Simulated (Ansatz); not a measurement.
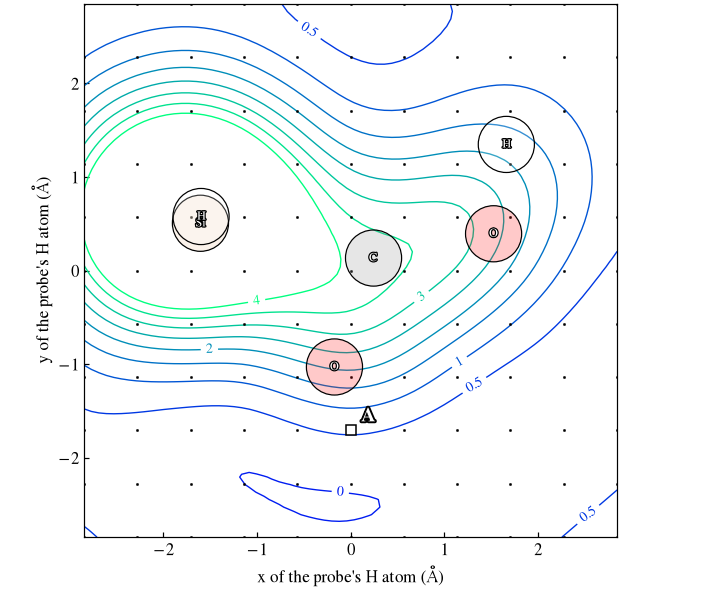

CH₂O₂Si (SMILES OC1=[SiH]O1) with the probe H2. 
- The probe is moved over a plane parallel to the molecule's main plane, 2.11 Å above it.
- Coordinates scanned: (1) x of the probe's H atom; (2) y of the probe's H atom.
- Nothing is relaxed (molecule and probe rigid, the probe upright with H nearest the plane).
- The scan uses an 11 × 11 grid.
- Energies: kcal/mol, counted from the lowest grid point.
- Theory: RKS PBE0-D4/def2-SVPD (Ansatz).

The picture shows contour lines labelled in kcal/mol (none above 4), dots at the grid points, labelled circles for the molecule's atoms, projected on the plane, the point A. Between grid points the surface is interpolated.

Is A at rest? If not, where is it pushed?

A, at x of the probe's H atom = 0.00 Å, y of the probe's H atom = −1.71 Å, is not a stationary point. The computed force is 0.069 eV/Å in the plane, pointing down in the picture (components 0.000 and −0.069 eV/Å).
